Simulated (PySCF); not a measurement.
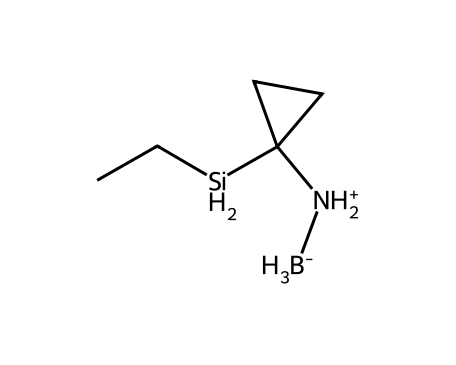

Computed geometry: GFN2-xTB optimisation. No frequency run is at hand to confirm it as a minimum. Properties computed with PBE0/pcSseg-1, gas phase (PySCF 2.14.0).

Computed properties:

The species is C₅H₁₆BNSi (`[BH3-][NH2+]C1([SiH2]CC)CC1`).
- dipole moment: 5.05 D
- HOMO energy (Kohn–Sham orbital): −7.74 eV
- LUMO energy (Kohn–Sham orbital): 0.44 eV
- HOMO–LUMO gap: 8.18 eV

The geometry is semi-empirical. Around B, Si such bond lengths and angles can be off by a tenth of an ångström or more and by several degrees, and values that hang on the shape move with them.
